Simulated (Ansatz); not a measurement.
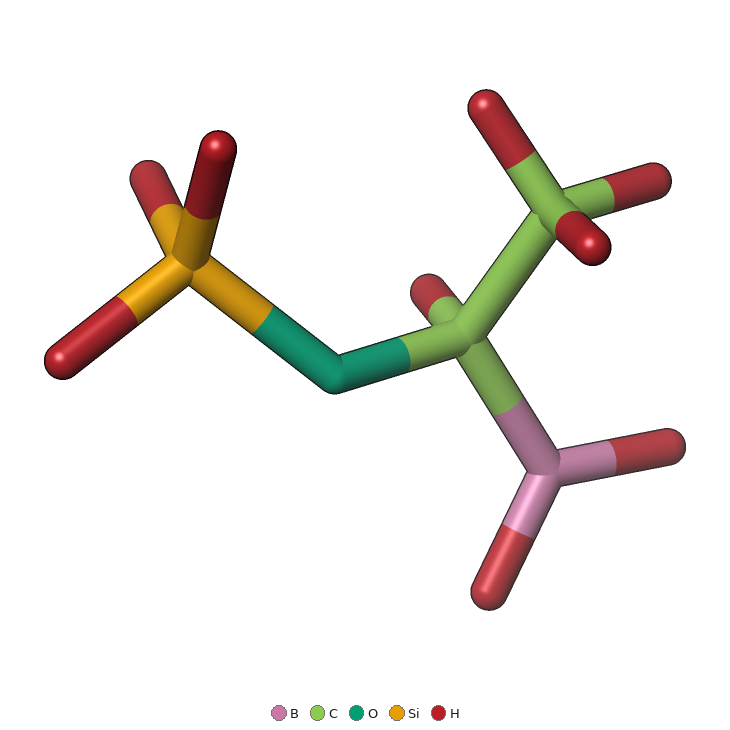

The computed structure is the end point of a PBE-D4/def2-SVP optimisation. No frequency run is at hand to confirm it as a minimum. Method: RKS PBE-D4/def2-SVP (Ansatz 0.2.0).

Q: Give the dispersion correction at this level.

A: −26.7 kJ/mol.

Q: Give the dipole moment at this level.

A: 1.36 D.
